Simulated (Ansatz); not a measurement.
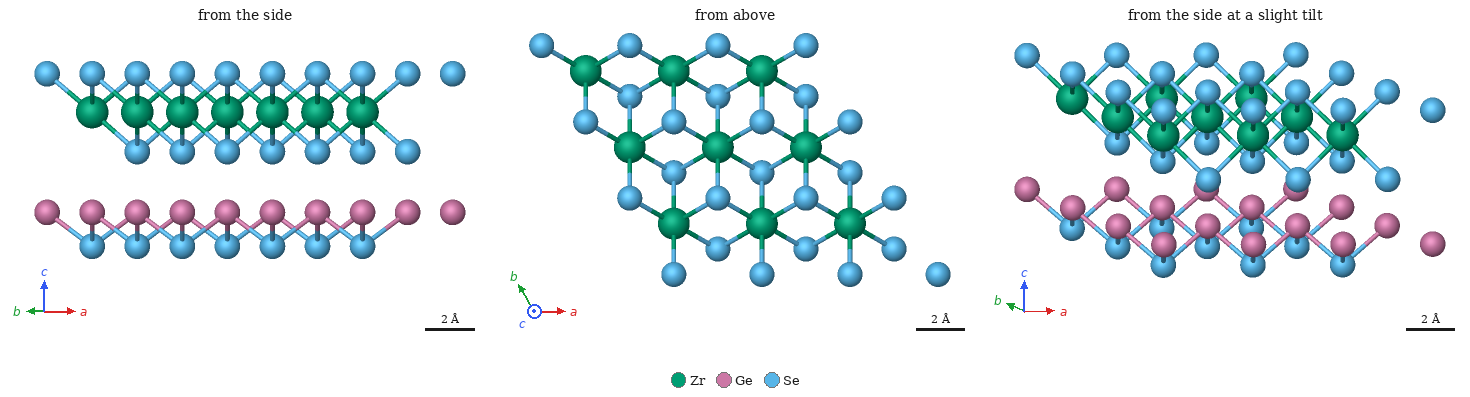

A ball-and-stick picture of a periodic slab, seen from the side, from above and from the side at a slight tilt. The surface normal points up in side views; the vacuum is left out. 3×3 cells are drawn in the plane, with atoms at the edges repeated.

The cell holds 1 Zr, 1 Ge, 3 Se.

What is exposed at the top and at the bottom?

The top face ends in Se, the bottom face in Se.

How thick is it?

About 7 Å from the lowest to the highest atom.

Name the atomic layers in order from the top face down.

Five planes: Se / Zr / Se / Ge / Se.

Describe the bonded network.

Around each Zr lie six Se in an octahedral arrangement at about 2.7 Å. The neighbours of Ge are three Se in a trigonal pyramidal arrangement at about 2.6 Å. Se takes three kinds of site: 1b with three Ge in a trigonal pyramidal arrangement at about 2.6 Å; 1a with three Zr in a trigonal pyramidal arrangement at about 2.7 Å; 1c with three Zr in a trigonal pyramidal arrangement at about 2.7 Å. Not all metal-metal contacts are counted. The bonds build ZrSe2 and GeSe layers parallel to the surface.

Starting structure: a structure type filled with these elements by a generator (whether the compound takes this form wasn't checked). The structure drawn was relaxed with DFT PBE+D3(BJ), scalar-relativistic, plane waves, PAW (Ansatz).
